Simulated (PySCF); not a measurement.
C2H5BO2Si, SMILES OB([SiH2]C#C)O, singlet at its GFN2-xTB optimised geometry (Å):

```
11

C      2.5434    -0.7090    -2.7978
C      2.1440    -0.4474    -1.6937
Si     1.4821    -0.0528     0.0000
B     -0.4903    -0.0528     0.0000
O     -1.1443     1.1341     0.0000
O     -1.1443    -1.2391     0.0014
H      2.9046    -0.9352    -3.7608
H      2.1052    -1.0640     0.8776
H      2.1040     1.2391     0.3479
H     -2.1052     1.1242    -0.0121
H     -2.1051    -1.2302    -0.0129
```

Method: CAM-B3LYP/def2-TZVP run with PySCF. Cells within 0.4 Å of a nucleus heavier than hydrogen are left out (blank, or x).

Map of the HOMO−1 amplitude (bohr^(-3/2)) on the plane z = 0.0 Å; orbital energy -9.21 eV, overall sign arbitrary:

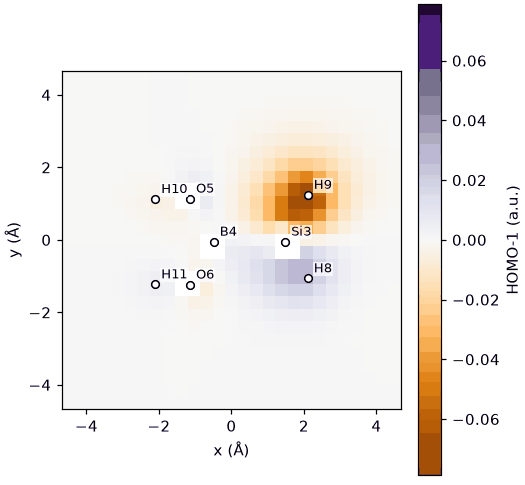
Figure: HOMO−1 amplitude (bohr^(-3/2)) on the plane z = 0.0 Å.
